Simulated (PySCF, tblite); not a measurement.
# C4H9FSi: geometry, infrared bands and NMR shifts

What infrared bands and NMR shifts should C4H9FSi (`C[Si@H]1C[C@@H](F)C1`) show?

Computed with tblite 0.8.0 and PySCF 2.14.0, with density-fitted response routines of our own, on a single molecule in the gas phase. Atoms are numbered from 0 throughout.

### Step 1. The molecule as given

15 atoms, charge 0, multiplicity 1; geometry from: force field or distance geometry start.

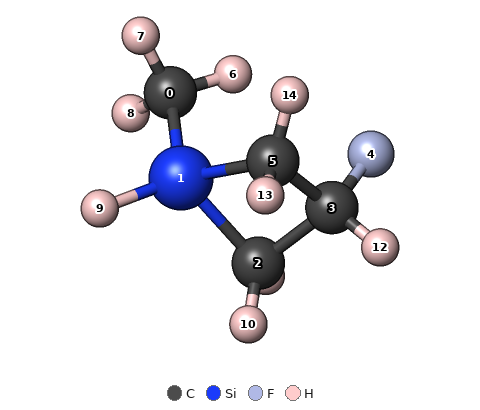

The starting geometry (carbon dark grey, silicon blue, fluorine light blue, hydrogen pink), atoms numbered.

### Step 2. Relaxing the molecule with GFN2-xTB

Job settings and geometry (Å):

```
{"job": {"kind": "relax", "xc": "GFN2-xTB", "basis": "xTB"}, "charge": 0, "multiplicity": 1}
C      1.957000    -0.147800    -0.482800
Si     0.630500     0.244400     0.710900
C     -0.782900     1.198600    -0.021500
C     -1.428700    -0.157300    -0.459400
F     -1.095800    -0.576100    -1.694600
C     -0.777500    -1.000500     0.698600
H      1.546500    -0.463800    -1.451200
H      2.605600    -0.942900    -0.116400
H      2.589500     0.722100    -0.671200
H      1.071100     0.686300     2.070400
H     -1.382300     1.751300     0.714500
H     -0.547100     1.865900    -0.852000
H     -2.528000    -0.143800    -0.351900
H     -1.350500    -1.012200     1.625100
H     -0.511900    -2.016200     0.432300
```

Launch:

```sh
OMP_NUM_THREADS=1 python probes_run.py task.json out
```

One launch serves the whole session: the jobs run in the order shown.

**Question.** This job is followed by: GFN2-xTB harmonic vibrations, gas phase; GIAO PBE0/pcSseg-1 NMR shielding, non-relativistic, gas phase. Predict these results of the whole session: strongest single infrared mode (GFN2-xTB); zero-point energy (GFN2-xTB); 13C shifts against TMS (PBE0/pcSseg-1, means over atoms taken as alike); 1H shifts against TMS (PBE0/pcSseg-1, means over atoms taken as alike); 29Si shifts against TMS (PBE0/pcSseg-1); 19F shifts against CFCl3 (PBE0/pcSseg-1).

As calculated:

| quantity | value |
| --- | --- |
| strongest single infrared mode (GFN2-xTB) | 2224 cm⁻¹, 348 km/mol |
| zero-point energy (GFN2-xTB) | 74.4 kcal/mol |
| 13C shifts against TMS (PBE0/pcSseg-1, means over atoms taken as alike) | 88.0, 26.5, -1.9 ppm |
| 1H shifts against TMS (PBE0/pcSseg-1, means over atoms taken as alike) | 5.21, 4.51, 2.02, 1.77, 0.39 ppm |
| 29Si shifts against TMS (PBE0/pcSseg-1) | -37.3 ppm |
| 19F shifts against CFCl3 (PBE0/pcSseg-1) | -158.4 ppm |

**Reading.** Relaxing lowered the energy by 0.405 eV in 79 steps; the close pair that moved most is C0–Si1, from 1.827 to 1.893 Å. No mode is imaginary among the 39: a minimum at this level. The strongest single mode, at 2224 cm⁻¹, moves mainly H9. Unscaled tight-binding wavenumbers are off by several per cent, some by more. Its intensities can rank the bands wrongly. C3 (sp3 CH bonded to F) lies farthest downfield among carbon, at 88.0 ppm; deshielded by the electronegative neighbour. The most deshielded hydrogen is H12 (hydrogen on an sp3 CH bonded to F), at 5.21 ppm: its carbon carries F, which withdraws density. At PBE0/pcSseg-1: The widest tensor belongs to Si1: span 130 ppm, with a paramagnetic part of -494 ppm.
